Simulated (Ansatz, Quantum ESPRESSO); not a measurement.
## ZrH2 (Fm-3m): zone-centre phonons

Aim: the zone-centre modes of ZrH2 (Fm-3m).

Main program and level: Quantum ESPRESSO 7.5; DFT PBEsol, scalar-relativistic, plane waves, PseudoDojo norm-conserving pseudopotentials.

## Step 1: The structure

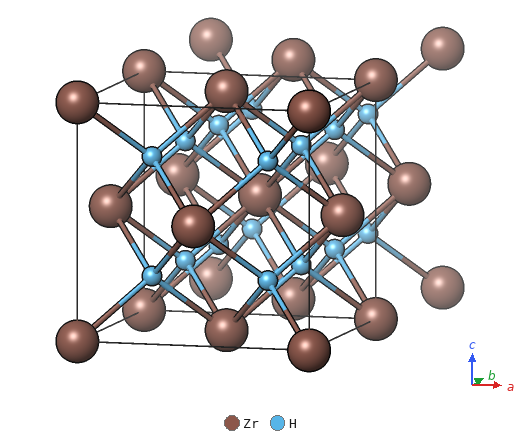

The starting structure, seen slightly off an axis (zirconium brown, hydrogen blue). 1×2×1 cells are drawn. This picture shows the conventional cell, with its axes. Some periodic images of atoms are drawn too.

## Step 2: A first look

A cheap run with smearing and empty bands tells whether the crystal has a gap, which decides between fixed occupations and smearing later on.

Contents of probe.in:

```
&control
   calculation = 'scf'
   prefix = 'x'
   outdir = './tmp'
   pseudo_dir = './pseudo'
   tprnfor = .true.
   tstress = .true.
   verbosity = 'high'
/
&system
   ibrav = 2
   celldm(1) = 9.10555085
   nat = 3
   ntyp = 2
   ecutwfc = 64.0
   occupations = 'smearing'
   smearing = 'gaussian'
   degauss = 0.01
/
&electrons
   conv_thr = 1.0d-07
   mixing_beta = 0.7
   electron_maxstep = 100
/
ATOMIC_SPECIES
 Zr     91.2240  Zr.upf
 H       1.0080  H.upf
ATOMIC_POSITIONS crystal
 Zr     0.000000000   0.000000000   0.000000000
 H      0.250000000   0.250000000   0.250000000
 H      0.750000000   0.750000000   0.750000000
K_POINTS automatic
 6 6 6 0 0 0
```

Command:

```
OMP_NUM_THREADS=1 mpirun -n 4 pw.x -nk 4 -in probe.in > probe.out
```

Log:

```text
[banners, grids, parts of the stress and lines that vanish by symmetry left out]
Program PWSCF v.7.5
     bravais-lattice index     =            2
     lattice parameter (alat)  =       9.1056  a.u.
[...]
kinetic-energy cutoff     =      64.0000  Ry
     charge density cutoff     =     256.0000  Ry
     scf convergence threshold =      1.0E-07
[...]
Exchange-correlation= PBESOL
                           (   1   4  10   8   0   0   0)
[...]
48 Sym. Ops., with inversion, found
[...]
(     0          1          0      )
                  (     0          0          1      )
[...]
(  0.0000000  1.0000000  0.0000000 )
                  (  0.0000000  0.0000000  1.0000000 )
[...]
(     1          0         -1      )
                  (     0          0         -1      )
[...]
(     0          1         -1      )
                  (     0          1          0      )
[...]
( -1.0000000  0.0000000  0.0000000 )
                  (  0.0000000  1.0000000  0.0000000 )
[...]
number of k points=    16  Gaussian smearing, width (Ry)=  0.0100
[...]
End of self-consistent calculation
[...]
the Fermi energy is    12.6453 ev
!    total energy              =    -103.63418833 Ry
[...]
convergence has been achieved in   6 iterations
[...]
atom    1 type  1   force =     0.00000000    0.00000000    0.00000000
     atom    2 type  2   force =    -0.00000000   -0.00000000   -0.00000000
     atom    3 type  2   force =     0.00000000    0.00000000    0.00000000
[...]
Total force =     0.000000     Total SCF correction =     0.000000
[...]
total   stress  (Ry/bohr**3)                   (kbar)     P=      -47.27
[...]
XML data file, charge density, pseudopotentials, collected wavefunctions

   JOB DONE.
```

Elapsed: 2 s, on 4 MPI ranks of Arm Neoverse V1, shared host; 7.8 s of CPU time.

Numbers from this step:

```yaml
volume_per_atom: 9.323 Å³
pressure: -4.727 GPa
gap_on_the_k_mesh: 0 eV
```

No gap opens on this mesh, so smearing is kept; the start stands at -4.7 GPa.

## Step 3: Relaxing the cell and atoms

Frequencies change by per cents with a per cent of volume, so the structure is first brought to rest at this level of theory.

Contents of relax.in:

```
&control
   calculation = 'vc-relax'
   prefix = 'x'
   outdir = './tmp'
   pseudo_dir = './pseudo'
   tprnfor = .true.
   tstress = .true.
   forc_conv_thr = 2.0d-05
   etot_conv_thr = 1.0d-07
   nstep = 40
/
&system
   ibrav = 2
   celldm(1) = 9.10555085
   nat = 3
   ntyp = 2
   ecutwfc = 64.0
   occupations = 'smearing'
   smearing = 'mv'
   degauss = 0.02
/
&electrons
   conv_thr = 1.0d-11
   mixing_beta = 0.7
   electron_maxstep = 100
/
&ions
/
&cell
   press_conv_thr = 0.1
/
ATOMIC_SPECIES
 Zr     91.2240  Zr.upf
 H       1.0080  H.upf
ATOMIC_POSITIONS crystal
 Zr     0.000000000   0.000000000   0.000000000
 H      0.250000000   0.250000000   0.250000000
 H      0.750000000   0.750000000   0.750000000
K_POINTS automatic
 12 12 12 0 0 0
```

Command:

```
OMP_NUM_THREADS=1 mpirun -n 4 pw.x -nk 4 -in relax.in > relax.out
```

Log:

```text
[banners, grids, parts of the stress and lines that vanish by symmetry left out]
[banner, memory and clock lines left out]
Program PWSCF v.7.5

[...]
kinetic-energy cutoff     =      64.0000  Ry
     charge density cutoff     =     256.0000  Ry
     scf convergence threshold =      1.0E-11
[...]
energy convergence thresh.=      1.0E-07
     force convergence thresh. =      2.0E-05
     press convergence thresh. =      1.0E-01
     Exchange-correlation= PBESOL
                           (   1   4  10   8   0   0   0)
[...]
48 Sym. Ops., with inversion, found
[...]
number of k points=    72  Marzari-Vanderbilt smearing, width (Ry)=  0.0200
[...]
End of self-consistent calculation
[...]
the Fermi energy is    12.6831 ev
!    total energy              =    -103.63348294 Ry
[...]
convergence has been achieved in  10 iterations
[...]
atom    1 type  1   force =     0.00000000    0.00000000    0.00000000
     atom    2 type  2   force =     0.00000000    0.00000000    0.00000000
     atom    3 type  2   force =     0.00000000    0.00000000    0.00000000
     Total force =     0.000000     Total SCF correction =     0.000000
[...]
total   stress  (Ry/bohr**3)                   (kbar)     P=      -47.13
[...]
number of bfgs steps    =   0
[...]
CELL_PARAMETERS (alat=  9.10555085)
[...]
ATOMIC_POSITIONS (crystal)
Zr               0.0000000000        0.0000000000       -0.0000000000
H                0.2500000000        0.2500000000        0.2500000000
H                0.7500000000        0.7500000000        0.7500000000
[...]
New effective cutoffs (rho, wfc):  259.36   65.04
[...]
End of self-consistent calculation
[...]
the Fermi energy is    13.0368 ev
!    total energy              =    -103.63444806 Ry
[...]
convergence has been achieved in   6 iterations
[...]
atom    1 type  1   force =     0.00000000    0.00000000    0.00000000
     atom    2 type  2   force =     0.00000000    0.00000000    0.00000000
     atom    3 type  2   force =    -0.00000000   -0.00000000   -0.00000000
     Total force =     0.000000     Total SCF correction =     0.000000
[...]
total   stress  (Ry/bohr**3)                   (kbar)     P=      -15.35
[...]
number of bfgs steps    =   1
[...]
CELL_PARAMETERS (alat=  9.10555085)
[...]
ATOMIC_POSITIONS (crystal)
Zr              -0.0000000000        0.0000000000       -0.0000000000
[...]
New effective cutoffs (rho, wfc):  261.34   65.54
[...]
End of self-consistent calculation
[...]
the Fermi energy is    13.2068 ev
!    total energy              =    -103.63455271 Ry
[...]
convergence has been achieved in   6 iterations
[...]
atom    1 type  1   force =    -0.00000000   -0.00000000    0.00000000
     atom    2 type  2   force =     0.00000000    0.00000000   -0.00000000
     atom    3 type  2   force =     0.00000000   -0.00000000    0.00000000
     Total force =     0.000000     Total SCF correction =     0.000000
[...]
total   stress  (Ry/bohr**3)                   (kbar)     P=        0.81
[...]
number of bfgs steps    =   2
[...]
CELL_PARAMETERS (alat=  9.10555085)
[...]
ATOMIC_POSITIONS (crystal)
[...]
New effective cutoffs (rho, wfc):  261.24   65.51
[...]
End of self-consistent calculation
[...]
the Fermi energy is    13.1983 ev
!    total energy              =    -103.63455300 Ry
[...]
convergence has been achieved in   5 iterations
[...]
atom    1 type  1   force =    -0.00000000   -0.00000000   -0.00000000
     atom    2 type  2   force =     0.00000000   -0.00000000   -0.00000000
     atom    3 type  2   force =    -0.00000000    0.00000000    0.00000000
     Total force =     0.000000     Total SCF correction =     0.000000
[...]
total   stress  (Ry/bohr**3)                   (kbar)     P=       -0.01
[...]
number of bfgs steps    =   3
[...]
small trust_radius: resetting bfgs history
[...]
CELL_PARAMETERS (alat=  9.10555085)
[...]
ATOMIC_POSITIONS (crystal)
[...]
New effective cutoffs (rho, wfc):  261.24   65.51
[...]
End of self-consistent calculation
[...]
the Fermi energy is    13.1984 ev
!    total energy              =    -103.63455300 Ry
[...]
convergence has been achieved in   2 iterations
[...]
atom    1 type  1   force =    -0.00000000   -0.00000000   -0.00000000
     atom    2 type  2   force =     0.00000000    0.00000000   -0.00000000
     atom    3 type  2   force =    -0.00000000   -0.00000000    0.00000000
     Total force =     0.000000     Total SCF correction =     0.000000
[...]
total   stress  (Ry/bohr**3)                   (kbar)     P=       -0.00
[...]
bfgs converged in   5 scf cycles and   4 bfgs steps
[...]
End of BFGS Geometry Optimization
     Final enthalpy           =    -103.6345529962 Ry
     File ./tmp/x.bfgs deleted, as requested
[...]
CELL_PARAMETERS (alat=  9.10555085)
[...]
ATOMIC_POSITIONS (crystal)
[...]
H                0.2500000000        0.2500000000        0.2500000000
H                0.7500000000        0.7500000000        0.7500000000
[...]
Final scf calculation at the relaxed structure.
[...]
kinetic-energy cutoff     =      64.0000  Ry
     charge density cutoff     =     256.0000  Ry
     scf convergence threshold =      1.0E-13
[...]
press convergence thresh. =      1.0E-01
     Exchange-correlation= PBESOL
                           (   1   4  10   8   0   0   0)
[...]
48 Sym. Ops., with inversion, found
[...]
number of k points=    72  Marzari-Vanderbilt smearing, width (Ry)=  0.0200
[...]
End of self-consistent calculation
[...]
the Fermi energy is    13.1984 ev
!    total energy              =    -103.63449622 Ry
[...]
convergence has been achieved in  10 iterations
[...]
atom    1 type  1   force =     0.00000000    0.00000000    0.00000000
     atom    2 type  2   force =    -0.00000000   -0.00000000    0.00000000
     atom    3 type  2   force =     0.00000000    0.00000000   -0.00000000
     Total force =     0.000000     Total SCF correction =     0.000000
[...]
total   stress  (Ry/bohr**3)                   (kbar)     P=       -0.42
[...]
XML data file, charge density, pseudopotentials, collected wavefunctions
```

Elapsed: 30 s, on 4 MPI ranks; 2 min of CPU time.

Step by step:

| step | energy less that of the first step (eV) | largest force (eV/Å) | pressure (GPa) | volume (Å³) |
| --- | --- | --- | --- | --- |
| 1 | 0.0000 | 0.0000 | -4.71 | 27.97 |
| 2 | -0.0131 | 0.0000 | -1.53 | 27.30 |
| 3 | -0.0146 | 0.0000 | 0.08 | 26.99 |
| 4 | -0.0146 | 0.0000 | 0.00 | 27.01 |
| 5 | -0.0146 | 0.0000 | 0.00 | 27.01 |
| 6 | -0.0138 | 0.0000 | -0.04 | 27.01 |

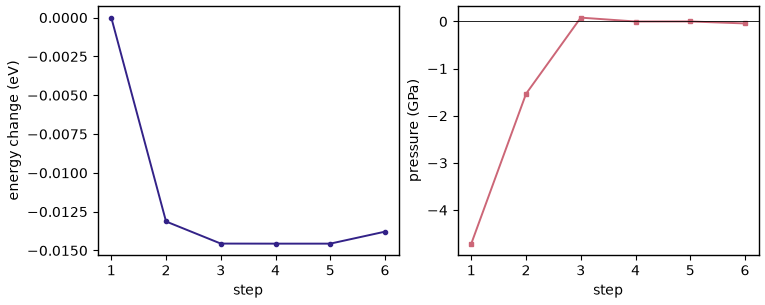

Energy and pressure along the relaxation.

```
conventional cell, symmetrised  before  after  change
                         a (Å)   4.818  4.763  -1.2 %
                         b (Å)   4.818  4.763  -1.2 %
                         c (Å)   4.818  4.763  -1.2 %
              volume (Å³/atom)    9.32   9.00  -3.4 %
```

The relaxed structure:

```
Zr H
1.0
    -2.38128    0.00000    2.38128
     0.00000    2.38128    2.38128
    -2.38128    2.38128    0.00000
Zr H
1 2
Cartesian
  0.0000 0.0000 0.0000
  -1.1906 1.1906 1.1906
  -3.5719 3.5719 3.5719
```

The last row of the table of steps is pw.x's closing run on a basis chosen anew for the final cell, so its energy can jump.

This step gave:

| Property | Result |
| --- | --- |
| volume per atom | 9.002 Å³ |
| pressure | -0.042 GPa |

The volume changes by -3.4 % from the cell with which this run began.

## Step 4: Ground state

The response is built on this ground state, so it is converged far tighter than an energy would need. Smearing stays on, as the first look found no gap above 0.3 eV.

Contents of scf.in:

```
&control
   calculation = 'scf'
   prefix = 'x'
   outdir = './tmp'
   pseudo_dir = './pseudo'
   tprnfor = .true.
   tstress = .true.
/
&system
   ibrav = 2
   celldm(1) = 8.99992382
   nat = 3
   ntyp = 2
   ecutwfc = 64.0
   occupations = 'smearing'
   smearing = 'mv'
   degauss = 0.02
/
&electrons
   conv_thr = 1.0d-12
   mixing_beta = 0.7
   electron_maxstep = 100
/
ATOMIC_SPECIES
 Zr     91.2240  Zr.upf
 H       1.0080  H.upf
ATOMIC_POSITIONS crystal
 Zr     0.000000000   0.000000000   0.000000000
 H      0.250000000   0.250000000   0.250000000
 H      0.750000000   0.750000000   0.750000000
K_POINTS automatic
 12 12 12 0 0 0
```

Command:

```
OMP_NUM_THREADS=1 mpirun -n 4 pw.x -nk 4 -in scf.in > scf.out
```

Log:

```text
[banners, grids, parts of the stress and lines that vanish by symmetry left out]
[banner, memory and clock lines left out]
Program PWSCF v.7.5

[...]
kinetic-energy cutoff     =      64.0000  Ry
     charge density cutoff     =     256.0000  Ry
     scf convergence threshold =      1.0E-12
[...]
Exchange-correlation= PBESOL
                           (   1   4  10   8   0   0   0)
[...]
48 Sym. Ops., with inversion, found
[...]
number of k points=    72  Marzari-Vanderbilt smearing, width (Ry)=  0.0200
[...]
End of self-consistent calculation
[...]
the Fermi energy is    13.1984 ev
!    total energy              =    -103.63449622 Ry
[...]
convergence has been achieved in  10 iterations
[...]
atom    1 type  1   force =     0.00000000   -0.00000000   -0.00000000
     atom    2 type  2   force =    -0.00000000   -0.00000000    0.00000000
     atom    3 type  2   force =     0.00000000    0.00000000   -0.00000000
     Total force =     0.000000     Total SCF correction =     0.000000
[...]
total   stress  (Ry/bohr**3)                   (kbar)     P=       -0.42
[...]
XML data file, charge density, pseudopotentials, collected wavefunctions
```

Elapsed: 7.9 s, on 4 MPI ranks.

The cell stands at -0.042 GPa, close enough for phonons.

## Step 5: Linear response at Γ

At q = 0 one unit cell holds all displacements; symmetry groups them into irreducible representations that are solved one by one. With smeared occupations no response to a homogeneous field can be asked.

Contents of ph.in:

```
phonons
&inputph
   prefix = 'x'
   outdir = './tmp'
   fildyn = 'g.dyn'
   tr2_ph = 1.0d-18
   alpha_mix(1) = 0.4
   nmix_ph = 8
/
0.000000000 0.000000000 0.000000000
```

Command:

```
OMP_NUM_THREADS=1 mpirun -n 4 ph.x -nk 4 -in ph.in > ph.out
```

Log:

```text
[banners, grids, parts of the stress and lines that vanish by symmetry left out]
[banner, memory and clock lines left out]
Program PHONON v.7.5

     ./tmp/x.save/

     IMPORTANT: XC functional enforced from input :
     Exchange-correlation= PBESOL
                           (   1   4  10   8   0   0   0)
     Any further DFT definition will be discarded
     Please, verify this is what you really want

     G-vector sticks info

     Reading collected, re-writing distributed wavefunctions in ./tmp/

     Number and degeneracy of irreps per q-point
       N         xq(1)         xq(2)         xq(3)   N irreps
       1   0.000000000   0.000000000   0.000000000       3
        3   3   3

     Calculation of q =    0.0000000   0.0000000   0.0000000

     phonons

     bravais-lattice index     =            2
     lattice parameter (alat)  =       8.9999  a.u.
     unit-cell volume          =     182.2454 (a.u.)^3
     number of atoms/cell      =            3
     number of atomic types    =            2
     kinetic-energy cut-off    =      64.0000  Ry
     charge density cut-off    =     256.0000  Ry
     convergence threshold     =      1.0E-18
     beta                      =       0.4000
     number of iterations used =            8
     Exchange-correlation= PBESOL
                           (   1   4  10   8   0   0   0)

     celldm(1)=    8.99992  celldm(2)=    0.00000  celldm(3)=    0.00000
     celldm(4)=    0.00000  celldm(5)=    0.00000  celldm(6)=    0.00000

     crystal axes: (cart. coord. in units of alat)
               a(1) = ( -0.5000  0.0000  0.5000 )
               a(2) = (  0.0000  0.5000  0.5000 )
               a(3) = ( -0.5000  0.5000  0.0000 )

     reciprocal axes: (cart. coord. in units 2 pi/alat)
               b(1) = ( -1.0000 -1.0000  1.0000 )
               b(2) = (  1.0000  1.0000  1.0000 )
               b(3) = ( -1.0000  1.0000 -1.0000 )

     Atoms inside the unit cell:

     Cartesian axes

     site n.  atom      mass           positions (alat units)
        1  Zr     91.2240   tau(    1) = (    0.00000    0.00000    0.00000  )
        2  H       1.0080   tau(    2) = (   -0.25000    0.25000    0.25000  )
        3  H       1.0080   tau(    3) = (   -0.75000    0.75000    0.75000  )

     Computing dynamical matrix for
                    q = (   0.0000000   0.0000000   0.0000000 )

     49 Sym.Ops. (with q -> -q+G )

     G cutoff =  525.2401  (  12627 G-vectors)     FFT grid: ( 36, 36, 36)

     number of k points=    72  Marzari-Vanderbilt smearing, width (Ry)=  0.0200
                       cart. coord. in units 2pi/alat
        k(    1) = (   0.0000000   0.0000000   0.0000000), wk =   0.0011574
        k(    2) = (  -0.0833333   0.0833333  -0.0833333), wk =   0.0092593
        k(    3) = (  -0.1666667   0.1666667  -0.1666667), wk =   0.0092593
        [... further k-points left out ...]

     PseudoPot. # 1 for Zr read from file:
     ./pseudo/Zr.upf
     Pseudo is Norm-conserving + core correction, Zval = 12.0
     Using radial grid of 1604 points,  6 beta functions with:
                l(1) =   0
                l(2) =   0
                l(3) =   1
                l(4) =   1
                l(5) =   2
                l(6) =   2

     PseudoPot. # 2 for H  read from file:
     ./pseudo/H.upf
     Pseudo is Norm-conserving, Zval =  1.0
     Using radial grid of 1180 points,  3 beta functions with:
                l(1) =   0
                l(2) =   0
                l(3) =   1

     Mode symmetry, O_h (m-3m)  point group:

     Atomic displacements:
     There are    3 irreducible representations

     Representation     1      3 modes -  To be done

     Representation     2      3 modes -  To be done

     Representation     3      3 modes -  To be done

     Alpha used in Ewald sum =   2.6000

     Representation #   1 modes #   1   2   3

     Self-consistent Calculation
      thresh= 1.000E-02 alpha_mix =  0.400 |ddv_scf|^2 =  2.375E-08
      thresh= 1.541E-05 alpha_mix =  0.400 |ddv_scf|^2 =  3.147E-09
      thresh= 5.610E-06 alpha_mix =  0.400 |ddv_scf|^2 =  2.015E-11
      thresh= 4.489E-07 alpha_mix =  0.400 |ddv_scf|^2 =  3.166E-13
      thresh= 5.627E-08 alpha_mix =  0.400 |ddv_scf|^2 =  5.897E-14
      thresh= 2.428E-08 alpha_mix =  0.400 |ddv_scf|^2 =  4.693E-17
      thresh= 6.851E-10 alpha_mix =  0.400 |ddv_scf|^2 =  8.674E-18
      thresh= 2.945E-10 alpha_mix =  0.400 |ddv_scf|^2 =  8.463E-21

     End of self-consistent calculation

     Convergence has been achieved

     Representation #   2 modes #   4   5   6

     Self-consistent Calculation
      thresh= 1.000E-02 alpha_mix =  0.400 |ddv_scf|^2 =  5.538E-09
      thresh= 7.442E-06 alpha_mix =  0.400 |ddv_scf|^2 =  1.227E-09
      thresh= 3.503E-06 alpha_mix =  0.400 |ddv_scf|^2 =  2.454E-11
      thresh= 4.954E-07 alpha_mix =  0.400 |ddv_scf|^2 =  7.618E-13
      thresh= 8.728E-08 alpha_mix =  0.400 |ddv_scf|^2 =  1.810E-13
      thresh= 4.255E-08 alpha_mix =  0.400 |ddv_scf|^2 =  2.362E-15
[...]
End of self-consistent calculation

     Convergence has been achieved

     Representation #   3 modes #   7   8   9

     Self-consistent Calculation
[...]
thresh= 3.728E-05 alpha_mix =  0.400 |ddv_scf|^2 =  2.417E-09
      thresh= 4.916E-06 alpha_mix =  0.400 |ddv_scf|^2 =  1.896E-11
      thresh= 4.355E-07 alpha_mix =  0.400 |ddv_scf|^2 =  3.046E-12
      thresh= 1.745E-07 alpha_mix =  0.400 |ddv_scf|^2 =  1.706E-14
      thresh= 1.306E-08 alpha_mix =  0.400 |ddv_scf|^2 =  1.889E-16
      thresh= 1.374E-09 alpha_mix =  0.400 |ddv_scf|^2 =  4.845E-17
      thresh= 6.960E-10 alpha_mix =  0.400 |ddv_scf|^2 =  3.683E-20

     End of self-consistent calculation

     Convergence has been achieved

     Number of q in the star =    1
     List of q in the star:
          1   0.000000000   0.000000000   0.000000000

     Diagonalizing the dynamical matrix

     q = (    0.000000000   0.000000000   0.000000000 )

 **************************************************************************
     freq (    1) =      -0.254961 [THz] =      -8.504578 [cm-1]
     freq (    2) =      -0.254961 [THz] =      -8.504578 [cm-1]
     freq (    3) =      -0.254961 [THz] =      -8.504578 [cm-1]
     freq (    4) =      32.651139 [THz] =    1089.124780 [cm-1]
     freq (    5) =      32.651139 [THz] =    1089.124780 [cm-1]
     freq (    6) =      32.651139 [THz] =    1089.124780 [cm-1]
     freq (    7) =      36.959600 [THz] =    1232.839557 [cm-1]
     freq (    8) =      36.959600 [THz] =    1232.839557 [cm-1]
     freq (    9) =      36.959600 [THz] =    1232.839557 [cm-1]
 **************************************************************************

     Mode symmetry, O_h (m-3m)  point group:

     freq (   1-   3) =         -8.5  [cm-1]   --> T_1u G_15  G_4- I
     freq (   4-   6) =       1089.1  [cm-1]   --> T_1u G_15  G_4- I
     freq (   7-   9) =       1232.8  [cm-1]   --> T_2g G_25' G_5+ R
```

Elapsed: 2.3 min, on 4 MPI ranks.

This step gave:

| Quantity | Value |
| --- | --- |
| largest acoustic frequency at the zone centre before the sum rule | -8.5 cm⁻¹ |
| highest optical zone-centre mode (no LO-TO term) | 1233 cm⁻¹ |
| lowest optical zone-centre mode | 1089 cm⁻¹ |

The acoustic modes at Γ come out as far as 8.5 cm⁻¹ from zero, where they should vanish, a small numerical error.

(Continued in part 2 of 2.)

[Host names and launcher messages were left out of these logs when they were recorded.]

[Logs are printed without paths, hosts, clocks, repeated set-up lines and the standing remarks that a program may print on its own settings, such as how far it seeks lower states.]

[Hosts, paths, dates, database ids (printed as entryN), source tags and the programs' standing remarks are cut or masked in the printed files.]
